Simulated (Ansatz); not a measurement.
A bilayer cut from bulk WS2 (2H-MoS2 type, space group P6_3/mmc), in the bulk's stacking and in-plane cell, with 15 Å of vacuum. The upper layer (atoms 4 to 6) slides over the lower.

```xyz
6
Lattice="3.1700 0.0000 0.0000 1.5850 2.7453 0.0000 0.0000 0.0000 24.3714" Properties=species:S:1:pos:R:3 pbc="T T T"
S      1.5850     0.9151     7.5000
W      3.1700     1.8302     9.0627
S      1.5850     0.9151    10.6255
S      3.1700     1.8302    13.7459
W      1.5850     0.9151    15.3086
S      3.1700     1.8302    16.8714
```

In-plane vectors a = (3.170, 0.000) Å, b = (1.585, 2.745) Å, area 8.70 Å². The shift is s times the vector a + b (length 5.491 Å), so s = 1 restores the start. Atoms relax along the normal only. γ = [E(shift) − E(0)] / area.

Level of theory: r2SCAN+rVV10 (plane waves to 500 eV, PAW, scalar-relativistic; Ansatz, a quantum-chemistry and plane-wave program). k mesh 12×12×1 (Γ-centred), Fermi-Dirac smearing 0.05 eV. E is the zero-smearing estimate. Spin-orbit coupling is left out, though W is heavy. WS2 is run without spin polarisation. WS2 was relaxed with its symmetry unable to fall. γ is measured from zero shift.

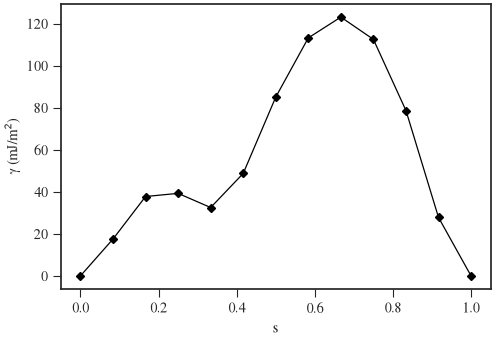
Fig. 1. γ (mJ/m²) against s; markers are the computed points, lines only join them (the last repeats the first, one period on).

Problem. Does γ have a local minimum between the ends of the line, and at which s?

Solution. s = 0.333.

Problem. What is the highest γ among twelve even steps of s?

Solution. About 120 mJ/m².

Problem. What is γ at the local minimum s = 0.333?

Solution. About 33 mJ/m².

Problem. Which barrier is met on the easier way from s = 0 (or 1) to s = 0.333?

Solution. About 39 mJ/m².

(The slope of γ gives the shear force per area between the displaced halves; near zero shift its curvature is an elastic stiffness.)
